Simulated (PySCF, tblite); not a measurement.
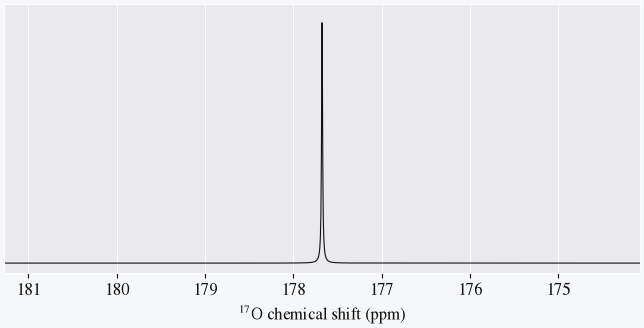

GIAO shifts, PBE0/pcSseg-1 with PySCF 2.14.0, at a GFN2-xTB geometry (a minimum by its frequencies), against H₂O for ¹⁷O computed at the same level (¹⁷O: a single water molecule, while the usual scale starts at liquid water and gives values some tens of ppm lower). Gas phase, fully decoupled, line heights follow the number of nuclei, widths are arbitrary (no quadrupolar broadening); values of one conformer, averaged over methyl-type rotors and exact or near symmetry.

Which structure fits the spectrum?
A. C₇H₄FOP, SMILES Fc1oc2ccccc2p1
B. C₇H₆F₃O⁺, SMILES Cc1c[o+]cc(C(F)(F)F)c1
C. PH₂O₂⁻, SMILES O=[PH2][O-]
D. C₈H₅F₃O₂, SMILES Fc1cc(F)c2c(c1)O[C@@H](F)CO2

Answer. Option C. Its ¹⁷O signals: 177.7 (2 O) ppm.

Note: the tight-binding geometry is rougher than a DFT one and adds to the error; an anion in a basis that has no diffuse functions.
